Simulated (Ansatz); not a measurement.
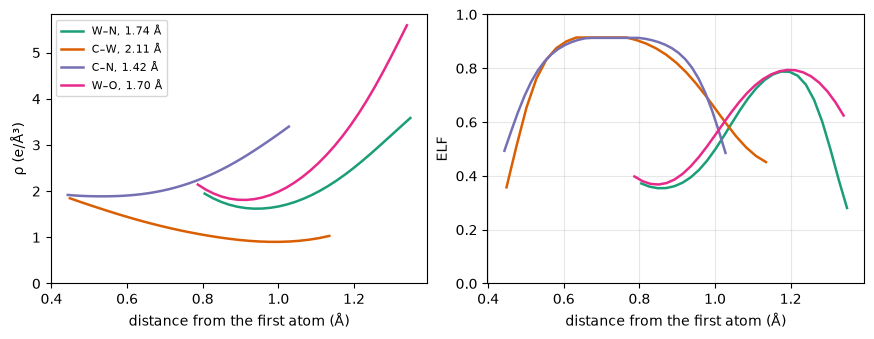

Figure. C2H6ClNOW (SMILES C[N]=[W]([CH3])(=[O])[Cl]). Electron density and ELF along straight lines between neighbouring atoms. The curves leave out the atomic cores.

Geometry: PBE0-D4/def2-TZVP; core potentials replace the inner electrons of W.

The calculation used RKS PBE0-D4/def2-TZVPP in Ansatz 0.2.0.

```tsv
atom	x (Å)	y (Å)	z (Å)
C	-2.0532	0.6460	-0.6666
N	-0.8784	0.4109	0.0909
W	0.8132	0.5765	0.4666
C	1.5416	-1.3925	0.2456
O	1.5619	1.4766	-0.7681
Cl	1.1271	1.4099	2.5746
H	-2.5033	-0.3087	-0.9575
H	-1.8408	1.2215	-1.5744
H	-2.7887	1.1916	-0.0669
H	1.3403	-1.8034	-0.7451
H	2.6238	-1.3950	0.4125
H	1.0564	-2.0336	0.9885
```

What can be read from the curves?

Answer. W–N (1.74 Å): ρ at the midpoint is about 1.7 e/Å³; the ELF peaks at about 0.80 in the valence shell of N, 0.6 Å from its nucleus, and is about 0.35 at the midpoint.
C–W (2.11 Å): ρ is about 0.92 e/Å³ halfway; the ELF peaks at about 0.90 in the valence shell of C, 0.7 Å from its nucleus, and is about 0.55 at the midpoint.
C–N (1.42 Å): the density is about 2 e/Å³ at the midpoint; the ELF peaks at about 0.90 between the atoms; a covalent bond.
W–O (1.70 Å): the density is about 1.9 e/Å³ at the midpoint; the ELF peaks at about 0.80 in the valence shell of O, 0.5 Å from its nucleus, and drops to about 0.35 between the two atoms.
